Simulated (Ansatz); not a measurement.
**CeO (Fm-3m): the cell at rest**

Task: relax CeO (Fm-3m) tightly.

Main program and level: Ansatz 0.2.0; DFT PBEsol+U, scalar-relativistic, plane waves, PAW.

In doubt: warnings of the run leave room for a lower electronic state (steps 2, 4), so energies may not be the lowest and differences between runs may mislead.

## (1) The starting structure

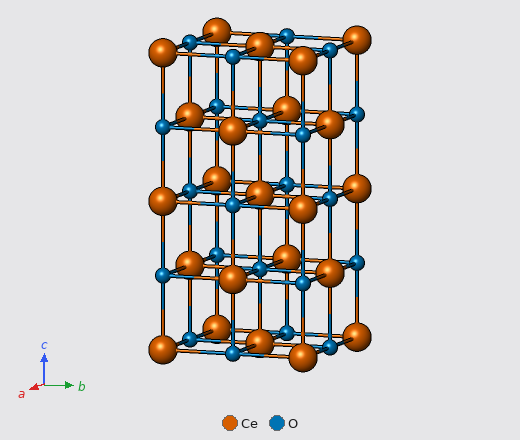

Start, viewed slightly off an axis; cerium orange, oxygen blue. 1×1×2 cells are drawn. This picture shows the conventional cell, with its axes. Some periodic images of atoms are drawn too.

## (2) Probe on a coarse mesh

First a cheap look: the gap decides the mesh and the occupations, the pressure tells how far the cell has to move.

Input file input.yaml:

```yaml
crystal:
  lattice:
    - [0.0, 2.4831414422, 2.4831414422]
    - [2.4831414422, 0.0, 2.4831414422]
    - [2.4831414422, 2.4831414422, 0.0]
  atoms:
    - { symbol: Ce, position: [0.0, 0.0, 0.0] }
    - { symbol: O, position: [0.5, 0.5, 0.5] }
kpoints:
  mp_grid: { grid: [6, 6, 6] }
hamiltonian:
  xc: pbesol
  hubbard: { sites: [{ species: Ce, l: f, u_eff: 5.0 }] }
scf:
  occupations: { method: gaussian, width: 0.1 }
output:
  forces: true
  stress: true
  eigenvalues: true
```

The run is started by

```bash
$ ansatz run input.yaml --threads 8 --pin off --max-ram 14336MiB --backend cpu --events-out ev --progress --plain --runs-dir out
```

Numbers of over 12 decimals in the logs are rounded to 6 here.

Output:

```text
Ce: projections on atomic orbitals take those of the free atom [Kr 4d10] 4f1 5s2 5p6 5d1 6s2, of charge +0.00 (hamiltonian.pseudopotentials.projection_atoms); the dataset's partial waves leave at most 1.4e-5 of an orbital's norm unspanned inside its sphere
[...]
k-point 1: bands = [... 5 lower, 11.6701, 11.8621, 11.8621, 16.4221, 18.0126, 18.0951, 18.0951, 19.2563, ... 6 higher]
  k-point 2: bands = [... 5 lower, 10.5992, 11.0610, 11.0610, 16.7781, 18.3289, 18.7493, 18.7493, 19.1809, ... 6 higher]
  k-point 15: bands = [... 5 lower, 11.4136, 12.6491, 12.9220, 15.9011, 17.4984, 18.4455, 19.0208, 19.0794, ... 6 higher]
Occupation matrices written to <dir>
[key lines of the parts left out:]
SCF converged after 110 iterations (108 of them on 13 bands)
Free energy (F): -7046.735069 eV
Fermi energy:    17.340119 eV
P = ⅓ Tr σ = 0.0035 GPa (0.035 kbar)
```

Run time: 2.2 s. Hardware: 8 threads of Intel Xeon Platinum 8488C (Sapphire Rapids), shared host; peak memory 0.38 GiB; 10 s of CPU time.

This run has no spin polarisation, although Ce can carry a moment.

A gap read on the k-mesh alone can miss the band edges.

This step gave:

```yaml
pressure: 0.003494 GPa
volume_per_atom: 15.31 Å³
gap_on_the_k_mesh: 0.1042 eV
direct_gap_on_mesh: 0.2001 eV
```

The coarse mesh shows a gap of 0.10 eV and a pressure of 0.0 GPa.

## (3) Bringing the structure to rest

The cell and atoms are relaxed, since residual forces and stress would shift the frequencies.

input.yaml, the sections that differ from step 2:

```yaml
kpoints:
  mp_grid: { grid: [10, 10, 10] }
scf:
  occupations: { method: gaussian, width: 0.01 }
output:
  forces: true
  stress: true
  eigenvalues: true
  write_density: true
  write_potential: true
  elf: true
  volumetric_format: npy
relax:
  adjacent_minimum: "off"
  f_tol: 0.005
  max_steps: 80
  cell: { stress_tol: 0.05 }
# crystal, hamiltonian: as in step 2
```

Output:

```text
[...]
Crystal: 2 atoms, lattice volume = 30.622 Å³
Basis set: ecut = 420 eV, 609 PW (Γ), exchange–correlation on 48×48×48 points (8 copies of the dense FFT grid, shifted against one another)
Bands: 13, of which v1, the nominal top of the filled ones, is band 9 counted from 1 (8 counted from 0)
Symmetry: 48 space group operations
[...]
k-points: 47 of 1000
[...]
SCF iter   1: F=—  HF=-7050.301781 eV  |F-HF|=—  |Δ(HF+E_count)|=         —  Δρ=2.43e-1  dr2=9.08e0  ethr=3.10e-3  ⟨swp⟩=5.2  Hψ=3112  notcnv=0
[...]
SCF iter  20: F=-7046.764389 eV  HF=-7046.764389 eV  |F-HF|=3.66e-9  |Δ(HF+E_count)|=   5.96e-8  Δρ=6.47e-6  dr2=5.26e-9  ethr=5.56e-10  ⟨swp⟩=7.8  Hψ=4493  notcnv=0
SCF 1, on 13 bands, converged in 20 iterations: F = -7046.764389 eV; the run's SCF on all bands comes behind
[...]
Bands: 19, of which v1, the nominal top of the filled ones, is band 9 counted from 1 (8 counted from 0)
[...]
SCF iter   2: F=-7046.764389 eV  HF=-7046.764389 eV  |F-HF|=1.21e-8  |Δ(HF+E_count)|=   3.43e-9  Δρ=7.26e-6  dr2=1.45e-8  ethr=3.37e-11  ⟨swp⟩=9.2  Hψ=4503  notcnv=0
SCF 2 converged in 2 iterations: F = -7046.764389 eV  dr2 = 1.45e-8
relax step   1: F+E_penalty+E_count = -7046.76438862 eV  Δ(F+E_penalty+E_count) = +0.000e0 eV  max|allowed force component| = 1.887e-29 eV/Å  Δτ_max = 0.0000 Å  P = -0.796 GPa  Ω = 30.622 Å³  (22 SCF iters, dr2 threshold 1.00e-7 eV, accepted)
Crystal: 2 atoms, lattice volume = 30.261 Å³
[...]
SCF iter   7: F=-7046.765151 eV  HF=-7046.765151 eV  |F-HF|=5.69e-8  |Δ(HF+E_count)|=   5.78e-7  Δρ=2.30e-5  dr2=1.06e-7  ethr=1.11e-9  ⟨swp⟩=8.3  Hψ=5839  notcnv=0
SCF 3 converged in 7 iterations: F = -7046.765151 eV  dr2 = 1.06e-7
relax step   2: F+E_penalty+E_count = -7046.76515065 eV  Δ(F+E_penalty+E_count) = -7.620e-4 eV  max|allowed force component| = 3.392e-29 eV/Å  Δτ_max = 0.0000 Å  P = +0.942 GPa  Ω = 30.261 Å³  energy of the carried Pulay correction = +9.063e-4 eV  (7 SCF iters, dr2 threshold 2.00e-7 eV, rejected (line search))
Crystal: 2 atoms, lattice volume = 30.455 Å³
[...]
SCF iter  10: F=-7046.765225 eV  HF=-7046.765225 eV  |F-HF|=2.73e-12  |Δ(HF+E_count)|=  1.91e-11  Δρ=5.55e-8  dr2=8.75e-13  ethr=1.00e-12  ⟨swp⟩=4.9  Hψ=3388  notcnv=0
SCF 4 converged in 10 iterations: F = -7046.765225 eV  dr2 = 8.75e-13
relax step   3: F+E_penalty+E_count = -7046.76522510 eV  Δ(F+E_penalty+E_count) = -8.365e-4 eV  max|allowed force component| = 8.480e-30 eV/Å  Δτ_max = 0.0000 Å  P = -0.008 GPa  Ω = 30.455 Å³  energy of the carried Pulay correction = +4.165e-4 eV  (10 SCF iters, accepted)
[...]
SCF iter   6: F=-7046.764858 eV  HF=-7046.764858 eV  |F-HF|=1.82e-12  |Δ(HF+E_count)|=  1.09e-10  Δρ=1.78e-7  dr2=6.30e-12  ethr=1.00e-12  ⟨swp⟩=5.0  Hψ=3689  notcnv=0
SCF 5 converged in 6 iterations: F = -7046.764858 eV  dr2 = 6.30e-12
relax step   4: F+E_penalty+E_count = -7046.76485840 eV  Δ(F+E_penalty+E_count) = +3.667e-4 eV  max|allowed force component| = 7.494e-30 eV/Å  Δτ_max = 0.0000 Å  P = -0.031 GPa  Ω = 30.455 Å³  stress off target by 3.10e-2 GPa  SCF on the basis re-selected at this cell (its energy is not comparable with the rows above)  (6 SCF iters)
basis re-selected at this cell: Δ(F+E_penalty+E_count) = +3.667e-4 eV, ΔP = -0.023 GPa vs the last step (what re-selecting the basis moved, of the pressure what is left beyond the Pulay correction that the steps carried, after the strain that the cell walked since its last selection, with what the two solves' SCF thresholds leave and, on support functions, any second-order correction that the steps lacked; it is no m [...]
SCF converged after 6 iterations
Free energy (F): -7046.764858 eV
[...]
Internal energy: -7046.764858 eV  (E = F + TS)
E sigma→0 (E₀):  -7046.764858 eV
Fermi energy:    17.413959 eV
[...]
--- Stress (GPa, compression-positive) ---
       -0.031015      -0.000000      -0.000000
       -0.000000      -0.031015       0.000000
       -0.000000       0.000000      -0.031015
  P = ⅓ Tr σ = -0.0310 GPa (-0.310 kbar)
--- Band table (eV; the first three rows and the last of 47) ---
  k-point 0: bands = [... 5 lower, 12.4329, 12.4329, 12.4329, 16.7394, 17.7262, 17.7262, 17.7262, 18.0869, ... 6 higher]
  k-point 1: bands = [... 5 lower, 12.1521, 12.2332, 12.2332, 16.5826, 17.8973, 17.8973, 17.9089, 18.6023, ... 6 higher]
  k-point 2: bands = [... 5 lower, 11.5195, 11.7665, 11.7665, 16.4995, 18.1482, 18.3098, 18.3098, 19.2052, ... 6 higher]
  k-point 46: bands = [... 5 lower, 11.2328, 12.7642, 12.9426, 16.5315, 17.5535, 18.1253, 19.0017, 19.0382, ... 6 higher]
Occupation matrices written to <dir>
--- Relaxed structure (3 steps of the walk, 2 accepted, 1 SCFs on fresh bases) ---
  F+E_penalty+E_count = -7046.76485840 eV   max|allowed force component| = 7.494e-30 eV/Å   (the final SCF, on the basis selected at the relaxed cell)
  cell:  # Å, volume = 30.4555 Å³
    - [0, 2.478630, 2.478630]
    - [2.478630, 0, 2.478630]
    - [2.478630, 2.478630, 0]
  atoms:
    - { symbol: Ce, position: [0, 0, 0] }
    - { symbol: O, position: [0.5, 0.5, 0.5] }
```

The job ended after 2.5 s (8 threads; peak memory 0.44 GiB; 13 s of CPU time).

The steps of the relaxation:

```csv
step,energy less that of the first step (eV),largest force component (eV/Å),pressure (GPa),volume (Å³)
1,0.0000,0.0000,-0.80,30.62
2,-0.0008,0.0000,0.94,30.26
3,-0.0008,0.0000,-0.01,30.46
4*,-0.0005,0.0000,-0.03,30.46
```

Relaxation steps marked * repeat the geometry before them on a plane-wave basis chosen anew for their cell, so energy and pressure can jump there. Relaxation step 2 was tried and not accepted.

Forces are held to the 48 operations that the run works with; a distortion that breaks them can't arise in this run.

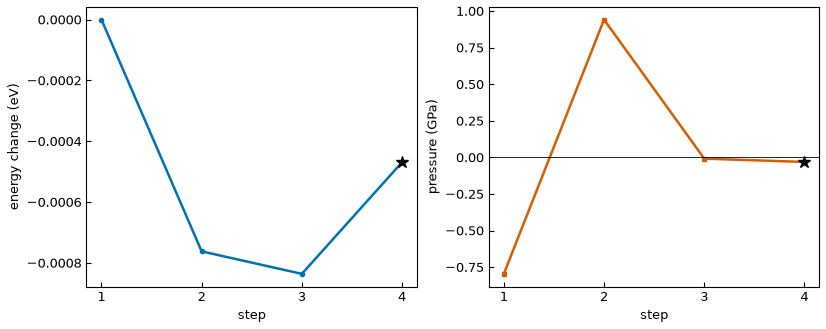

Energy and pressure along the relaxation. Stars mark steps on a basis chosen anew.

```csv
"conventional cell, symmetrised",before,after,change
a (Å),4.966,4.957,-0.2 %
b (Å),4.966,4.957,-0.2 %
c (Å),4.966,4.957,-0.2 %
volume (Å³/atom),15.31,15.23,-0.5 %
```

The relaxed structure:

```
Ce O
1.0
     0.00000    2.47863    2.47863
     2.47863    0.00000    2.47863
     2.47863    2.47863    0.00000
Ce O
1 1
Direct
  0.00000 0.00000 0.00000
  0.50000 0.50000 0.50000
```

This step gave:

```
pressure           : -0.03101 GPa
gap on the k-mesh  : 0.1207 eV
volume per atom    : 15.23 Å³
direct gap on mesh : 0.1468 eV
```

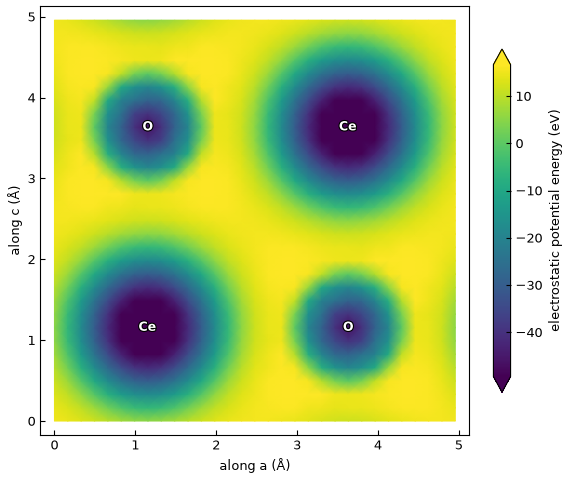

Electrostatic potential energy in the ac plane of the conventional cell at fractional y = 0.000, with atoms of Ce and O within 0.2 Å of it. With pseudopotentials it is smooth inside the atoms' cores, unlike the true potential. The map starts off the cell's origin, so that atoms lie inside it.

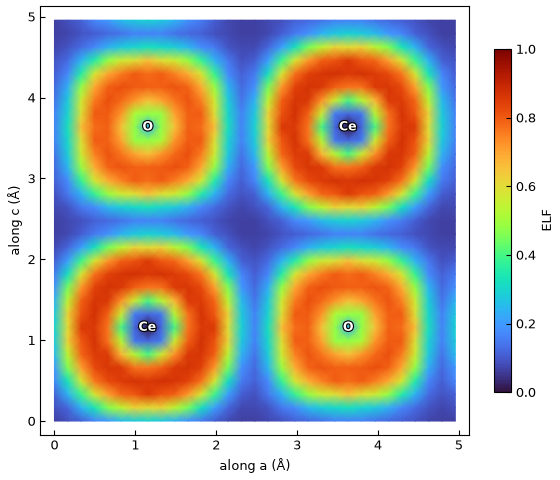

ELF in the ac plane of the conventional cell at fractional y = 0.000, with atoms of Ce and O within 0.2 Å of it. It is the smooth field of the valence electrons, not physical close to the nuclei. The map starts off the cell's origin, so that atoms lie inside it.

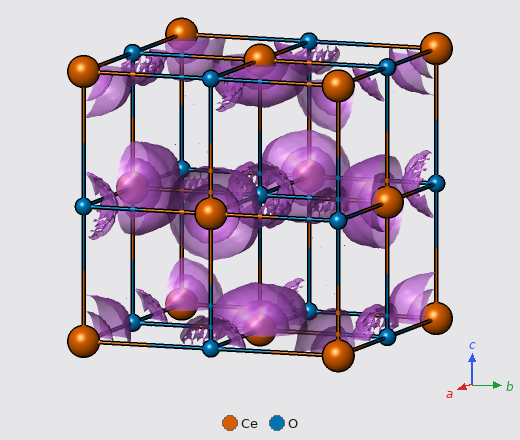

Surface of ELF = 0.81.

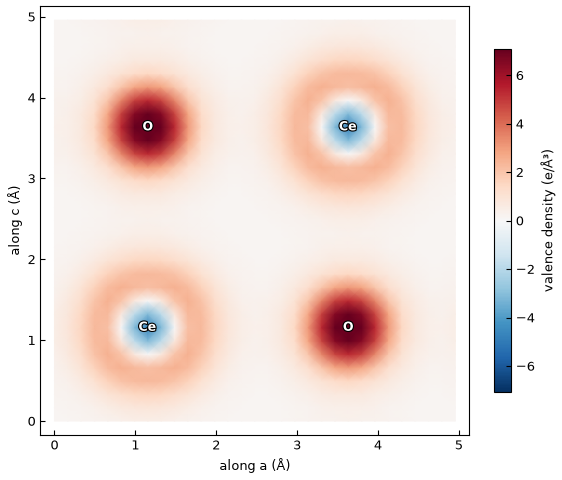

Valence density in the ac plane of the conventional cell at fractional y = 0.000, with atoms of Ce and O within 0.2 Å of it. It is the smooth field of the valence electrons, not physical close to the nuclei. The map starts off the cell's origin, so that atoms lie inside it.

In this step the volume went from 15.31 to 15.23 Å³/atom.

## (4) Relaxing to small forces for the phonons

Phonons need a cell at rest on their own settings, so the relaxation is repeated with tight tolerances on forces and stress on the k mesh and occupations of the first response run.

input.yaml, the sections that differ from step 3:

```yaml
crystal:
  lattice:
    - [0.0, 2.4786304303, 2.4786304303]
    - [2.4786304303, 0.0, 2.4786304303]
    - [2.4786304303, 2.4786304303, 0.0]
  atoms:
    - { symbol: Ce, position: [0.0, 0.0, 0.0] }
    - { symbol: O, position: [0.5, 0.5, 0.5] }
kpoints:
  mp_grid: { grid: [12, 12, 12] }
relax:
  adjacent_minimum: "off"
  f_tol: 0.001
  max_steps: 60
  cell: { stress_tol: 0.01 }
# hamiltonian, scf, output: as in step 3
```

Output:

```text
[...]
Crystal: 2 atoms, lattice volume = 30.455 Å³
Basis set: ecut = 420 eV, 609 PW (Γ), exchange–correlation on 48×48×48 points (8 copies of the dense FFT grid, shifted against one another)
Bands: 13, of which v1, the nominal top of the filled ones, is band 9 counted from 1 (8 counted from 0)
[... 1 set-up line as in the run before ...]
[...]
k-points: 72 of 1728
[...]
k-point 71: bands = [... 5 lower, 11.0791, 12.8437, 12.8437, 17.3940, 17.3940, 17.5598, 19.0204, 19.0204, ... 6 higher]
Occupation matrices written to <dir>
--- Relaxed structure (3 steps of the walk, 2 accepted, 1 SCFs on fresh bases) ---
[...]
cell:  # Å, volume = 30.4493 Å³
    - [0, 2.478462, 2.478462]
    - [2.478462, 0, 2.478462]
    - [2.478462, 2.478462, 0]
  atoms:
    - { symbol: Ce, position: [0, 0, 0] }
    - { symbol: O, position: [0.5, 0.5, 0.5] }
[key lines of the parts left out:]
SCF converged after 6 iterations
Free energy (F): -7046.760664 eV
Fermi energy:    17.394041 eV
P = ⅓ Tr σ = -0.0011 GPa (-0.011 kbar)
```

Elapsed: 6.4 s, on 8 threads; peak memory 0.48 GiB; 38 s of CPU time.

Little changed from the start: no atom moved by 0.005 Å and no cell edge by 0.1 %.

This step gave:

```
pressure          : -0.001092 GPa
volume per atom   : 15.22 Å³
gap on the k-mesh : 0 eV
```

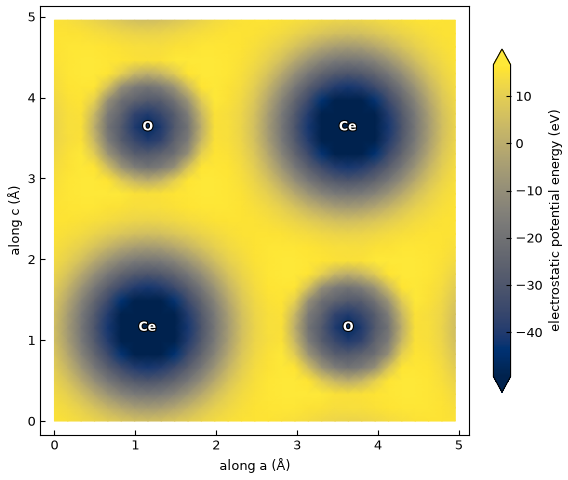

Electrostatic potential energy in the ac plane of the conventional cell at fractional y = 0.000, with atoms of Ce and O within 0.2 Å of it. With pseudopotentials it is smooth inside the atoms' cores, unlike the true potential. The map starts off the cell's origin, so that atoms lie inside it.

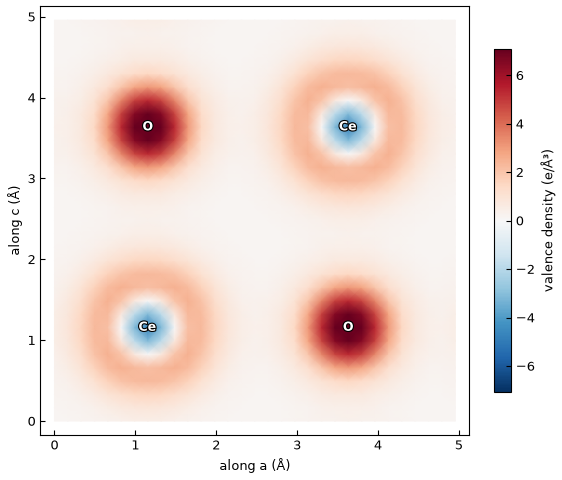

Valence density in the ac plane of the conventional cell at fractional y = 0.000, with atoms of Ce and O within 0.2 Å of it. It is the smooth field of the valence electrons, not physical close to the nuclei. The map starts off the cell's origin, so that atoms lie inside it.

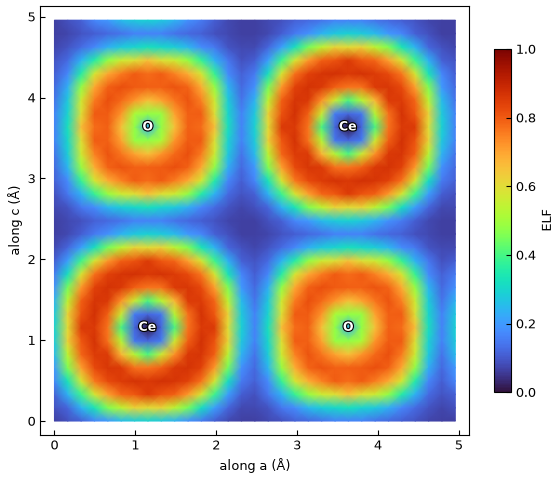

ELF in the ac plane of the conventional cell at fractional y = 0.000, with atoms of Ce and O within 0.2 Å of it. It is the smooth field of the valence electrons, not physical close to the nuclei. The map starts off the cell's origin, so that atoms lie inside it.

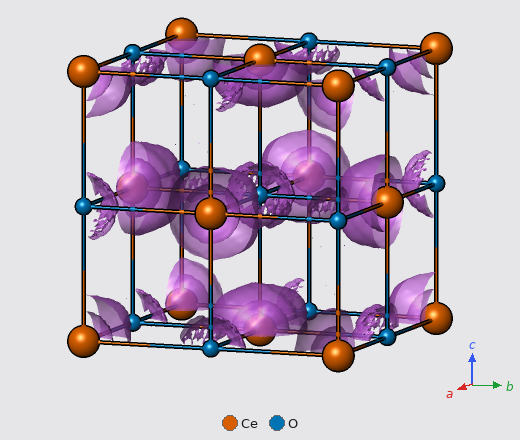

Surface of ELF = 0.81.

The forces vanish by symmetry and the pressure is -0.001 GPa, within the tolerances set. The cell now holds 15.22 Å³/atom.

## (5) Summary of results

```yaml
space_group_after_relaxation_within_0p01_a: Fm-3m
lattice_constant_a: 4.957 Å
lattice_constant_b: 4.957 Å
lattice_constant_c: 4.957 Å
volume_per_atom: 15.2 Å³
```

**Reading.** The forces vanish by symmetry and the pressure is -0.001 GPa, within the tolerances set. The cell now holds 15.22 Å³/atom. The relaxation keeps the symmetry of its start, so it says nothing on stability against lower symmetry. The runs are without spin polarisation, although Ce often carries a moment. Spin-orbit coupling is left out, which can matter for the heavy elements here.

[Logs are printed without paths, hosts, clocks, repeated set-up lines and the standing remarks that a program may print on its own settings, such as how far it seeks lower states.]

[Hosts, paths, dates, database ids (printed as entryN), source tags and the programs' standing remarks are cut or masked in the printed files.]
